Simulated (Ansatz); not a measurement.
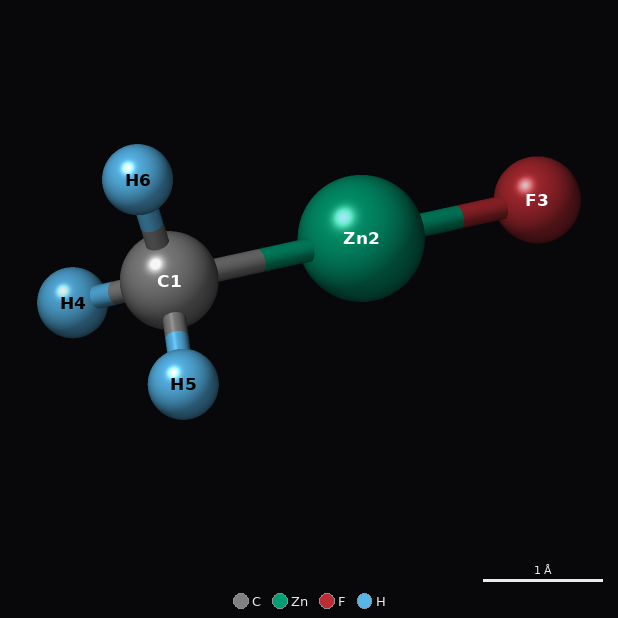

The view is orthographic, and the bar gives the scale. The computed structure is the end point of a PBE0-D4/def2-TZVP optimisation.

Give an XYZ file in the frame of the picture: x to the right, y up, z towards the viewer, origin at the mean of the atomic positions.

```xyz
6
CH3FZn
C   -0.63  -0.14   0.37
Zn   0.99   0.22  -0.58
F    2.48   0.54  -1.45
H   -1.44  -0.32  -0.33
H   -0.51  -1.01   1.01
H   -0.90   0.72   0.99
```
